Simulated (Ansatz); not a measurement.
**UHF/aug-cc-pVDZ run of C2HF2 (SMILES [CH]=C(F)F)**

What is the vertical ionisation energy of C2HF2 at UHF/aug-cc-pVDZ? 

The results are computed with Ansatz 0.2.0.

39 further runs of the same task are left out: 39 set aside as unsound or not needed.

### 1 The structure to begin with

C2HF2 has 5 atoms, charge 0, and is taken as a doublet. As SMILES, `[CH]=C(F)F`. Geometry: relaxed at PBE0-D4/def2-TZVP.

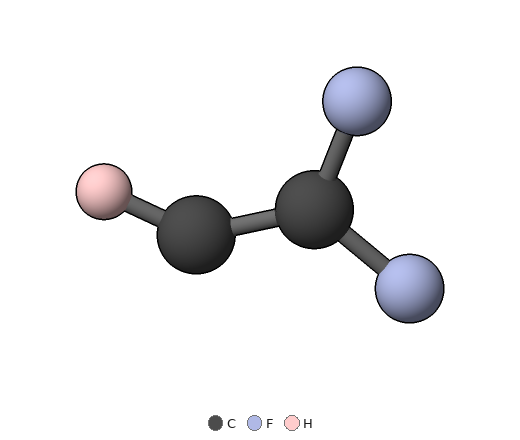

The structure, seen from a chosen angle (carbon dark grey, fluorine light blue, hydrogen pink).

### 2 A single-point energy at UHF/aug-cc-pVDZ

Input file job.yaml:

```yaml
crystal:
  periodic: [false, false, false]
  atoms:
    - {symbol: C, position_ang: [-0.028200, 0.912700, -0.014900]}
    - {symbol: C, position_ang: [0.163600, -0.366100, 0.124600]}
    - {symbol: F, position_ang: [1.043800, -0.911700, 0.932500]}
    - {symbol: F, position_ang: [-0.492600, -1.313200, -0.520300]}
    - {symbol: H, position_ang: [-0.636600, 1.604500, -0.563400]}
basis:
  gaussian: {orbitals: aug-cc-pVDZ}
magnetization: {spin_polarized: true, initial_magnetization: 1}
hamiltonian: {xc: hf}
accuracy: high
output: {orbitals: {seedname: orbitals}}
```

Command:

```console
$ ansatz run job.yaml --threads 1 --pin off --max-ram 3480MiB --events-out events.jsonl --progress --plain --runs-dir runs
```

Standard output:

```text
Warning: RAYON_NUM_THREADS=1 ignored (pool sized by the plan → 1); use --threads N
Functional definition: HF
  name "HF"
  exchange = exact_x
  correlation = 0
1989 factors; integrals over basis functions are off by at most 2.4e-9 eV
mean field evaluation 1: about -7483.9823 eV, gradient 2.1e1 eV
mean field evaluation 2: about -7484.0504 eV, gradient 2.1e1 eV
mean field evaluation 4: about -7486.3042 eV, gradient 2.8e0 eV
mean field evaluation 8: about -7486.4290 eV, gradient 6.1e-1 eV
mean field evaluation 16: about -7486.4916 eV, gradient 6.5e-6 eV
mean field -7486.49161570 eV, -275.1234923508 hartree, gradient 5.3e-8 eV, S^2 0.902430; 0 other end points of the search recorded, 0 dependent functions left out
reference -7486.49161570 eV, -275.1234923508 hartree; 16, 15 occupied and 85, 86 virtual orbitals, 1989 factors
Total energy: -7486.49161570 eV, -275.1234923508 hartree
```

Wall time 3.6 s (1 thread of Arm Neoverse V2, shared host); peak memory 0.31 GiB.

### 3 The singlet cation

Input file run.yaml:

```yaml
crystal:
  periodic: [false, false, false]
  atoms:
    - {symbol: C, position_ang: [-0.028200, 0.912700, -0.014900]}
    - {symbol: C, position_ang: [0.163600, -0.366100, 0.124600]}
    - {symbol: F, position_ang: [1.043800, -0.911700, 0.932500]}
    - {symbol: F, position_ang: [-0.492600, -1.313200, -0.520300]}
    - {symbol: H, position_ang: [-0.636600, 1.604500, -0.563400]}
basis:
  gaussian: {orbitals: aug-cc-pVDZ}
total_charge: 1
hamiltonian: {xc: hf}
accuracy: high
output: {orbitals: {seedname: orbitals}}
```

Command:

```console
$ ansatz run run.yaml --threads 1 --pin off --max-ram 3480MiB --events-out events.jsonl --progress --plain --runs-dir runs
```

Standard output:

```text
Warning: RAYON_NUM_THREADS=1 ignored (pool sized by the plan → 1); use --threads N
Functional definition: HF
  name "HF"
  exchange = exact_x
  correlation = 0
1989 factors; integrals over basis functions are off by at most 2.3e-9 eV
mean field evaluation 1: about -7470.7575 eV, gradient 5.0e1 eV
mean field evaluation 2: about -7470.7581 eV, gradient 5.0e1 eV
mean field evaluation 4: about -7475.4709 eV, gradient 3.9e0 eV
mean field evaluation 8: about -7475.5417 eV, gradient 1.5e-1 eV
mean field -7475.54185829 eV, -274.7210961880 hartree, gradient 1.4e-8 eV, S^2 0.000000; 0 other end points of the search recorded, 0 dependent functions left out
reference -7475.54185829 eV, -274.7210961880 hartree; 15, 15 occupied and 86, 86 virtual orbitals, 1989 factors
Total energy: -7475.54185829 eV, -274.7210961880 hartree
```

Wall time 2.8 s (1 thread of Arm Neoverse V2, shared host); peak memory 0.25 GiB.

### 4 Outcome

Level: UHF/aug-cc-pVDZ.

```
                                          quantity          value
                       doublet C2HF2: total energy  -275.12349 Eh
 doublet C2HF2: HOMO energy (highest over α and β)      -10.92 eV
  doublet C2HF2: LUMO energy (lowest over α and β)        0.94 eV
                               doublet C2HF2: ⟨S²⟩          0.902
                      singlet cation: total energy  -274.72110 Eh
                       singlet cation: HOMO energy      -20.27 eV
                       singlet cation: LUMO energy       -9.06 eV
                     singlet cation: HOMO–LUMO gap       11.21 eV
vertical ionisation energy (to the singlet cation)      10.950 eV
```

In words: The vertical ionisation energy comes to 10.95 eV (253 kcal/mol). Only the singlet of the ionised species was computed; a triplet could lie lower. ⟨S²⟩ (doublet C2HF2) is 0.90 where a pure doublet has 0.75: the reference is spin-contaminated.
